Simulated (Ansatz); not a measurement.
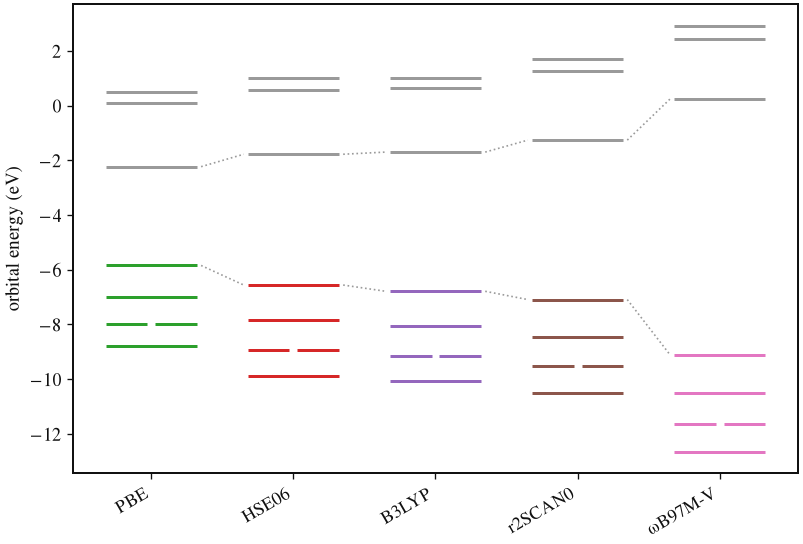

Frontier orbital energies of C₄H₁₁Ga, SMILES C[C](C)(C)[GaH2], singlet at one geometry, def2-TZVPP, the Ansatz code 0.2.0, at a PBE0-D4/def2-TZVP geometry (a minimum by its frequencies). Empty levels are grey, levels within 0.1 eV stand side by side; all columns show the same few orbitals around the gap. Dotted lines join the HOMOs and the LUMOs.

Question: How do the frontier levels move from column to column?

Answer: The separation grows from 3.61 eV (PBE) to 9.34 eV (ωB97M-V).

```csv
level,HOMO (eV),LUMO (eV),separation (eV)
PBE,−5.84,−2.23,3.61
HSE06,−6.56,−1.78,4.78
B3LYP,−6.79,−1.70,5.09
r2SCAN0,−7.09,−1.26,5.83
ωB97M-V,−9.10,0.24,9.34
```

Caveats, for all or some of the runs: empty levels above zero depend strongly on the basis; no scalar relativity up to krypton.
